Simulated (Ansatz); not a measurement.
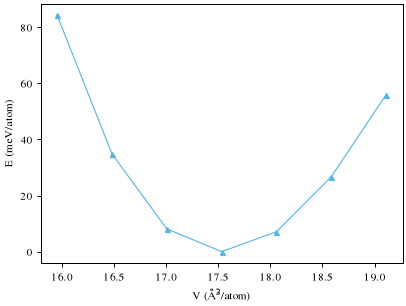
Figure: Au (fcc (Cu type), space group No. 225) under volume change, r²SCAN in the plane-wave PAW code Ansatz, scaled uniformly.

What does a third-order Birch–Murnaghan fit give for V₀, B₀ and B′?

V₀ = 17.53 Å³/atom, B₀ = 153 GPa, B′ = 5.9.

Space group Fm-3m (fcc (Cu type)). The r²SCAN relaxation kept the symmetry of its start. Scalar-relativistic: spin–orbit coupling is off unless named, which matters more the heavier the elements.

Potentials: the earlier of the program's two PAW sets.
